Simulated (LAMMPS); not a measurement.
Molecular dynamics of SiC (zinc blende), 1000 atoms, at 200 K and 0 GPa, heated as the crystal.

Level of theory: classical MD, pair style gw, file SiC.gw, run in LAMMPS.

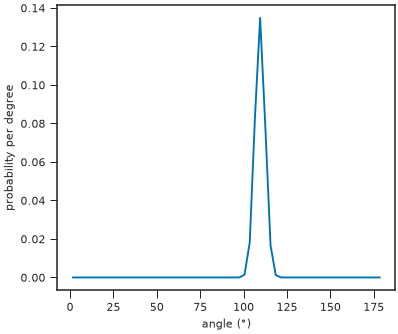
Fig. 1. Probability per degree against angle (°)

The data show:
- state found: crystal; no diffusion seen in 30 ps
- most common C-Si-C angle: in the 3° bin centred on 109.5° (mean of all 109°)

Caution: nuclei are classical, which matters for such light atoms.
